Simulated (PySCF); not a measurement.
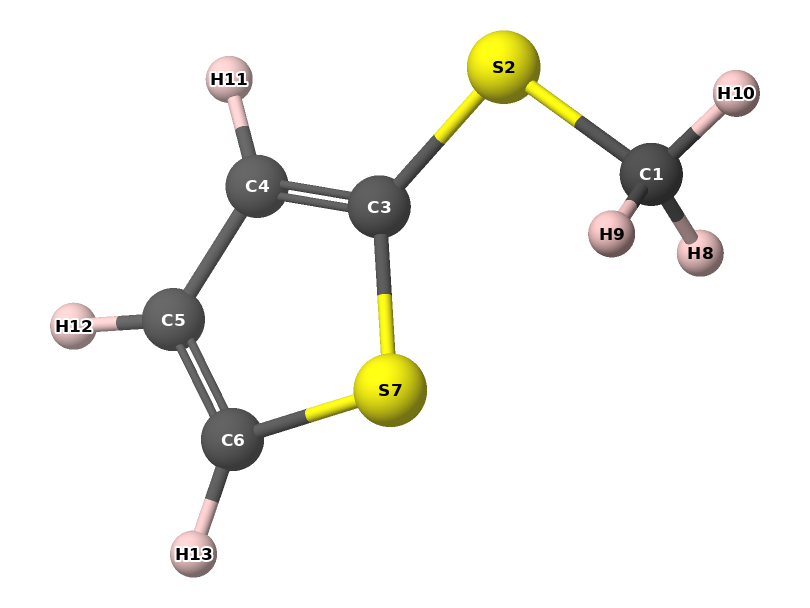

Computed geometry: PBE0-D3(BJ)/def2-TZVP optimisation. No frequency run is at hand to confirm it as a minimum. Electric field gradients from the ground-state density, PBE0/pcSseg-2 (PySCF 2.14.0), non-relativistic apart from any core potentials.

Give the largest field-gradient component, the quadrupole coupling constant and the asymmetry for 33S at S2 (Q = −67.81 mb), 33S at S7 (Q = −67.81 mb), 2H at H8 (Q = 2.86 mb), 2H at H9 (Q = 2.86 mb).

```csv
atom,V_zz (a.u.),e²qQ/h (MHz),η
S2,−2.807,44.7,0.70
S7,1.887,−30.1,0.55
H8,0.282,0.190,0.03
H9,0.282,0.189,0.03
```
